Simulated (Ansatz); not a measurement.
**SrTiO3: response to strain**

Base system: SrTiO3 in the cubic perovskite structure (space group Pm-3m, No. 221; a = 3.8542 Å). Axes: x, y, z lie along the cube axes.

Strains are applied to the cell and any free atomic positions relax; under biaxial strain the out-of-plane vector relaxes too.

The values are results of LDA/PAW in Ansatz (an electronic-structure program), no SOC, not measurements.

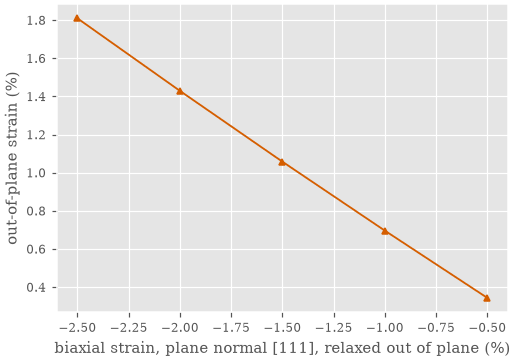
Figure: Out-of-plane strain against biaxial strain, plane normal [111], relaxed out of plane

Problem. From the plot, what is the out-of-plane strain for biaxial strain −1.00 %, plane normal [111], relaxed out of plane?

Solution. About 0.7 %.

Problem. Is the trend monotonic over the range shown?

Solution. Yes, it falls throughout, spanning +0.34 % to +1.81 %.

No phonon test of stability was made. All final runs are without spin polarisation. Many cubic perovskites are stable only at high temperature; tilts and polar distortions were not tested.
